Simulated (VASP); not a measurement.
Band structure of HoPd (space group Pm-3m). Computed with SCAN meta-GGA, VASP's PBE PAW potentials (set 64) (plane waves; VASP).

The 4f electrons are frozen in the core of the lanthanide potential, so 4f levels, which can set the real gap, and their magnetism are missing.

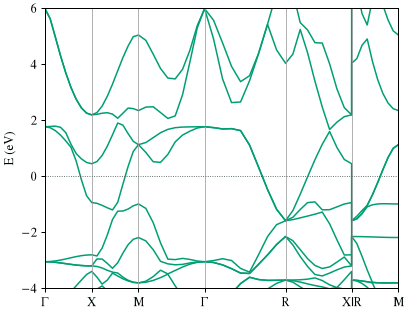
*Bands along high-symmetry lines, zero at the valence-band maximum or, without a gap, the Fermi level*

Task: Read the plot: is there a gap, and where are the band edges?

Result: It has no gap at this level: it comes out as a metal or semimetal.

The structure comes from a measured HoPd entry (Pm-3m) of the Crystallography Open Database, whose conditions weren't checked. It was relaxed first. The electron count is odd and the run is not spin-polarised, which forces a metal.
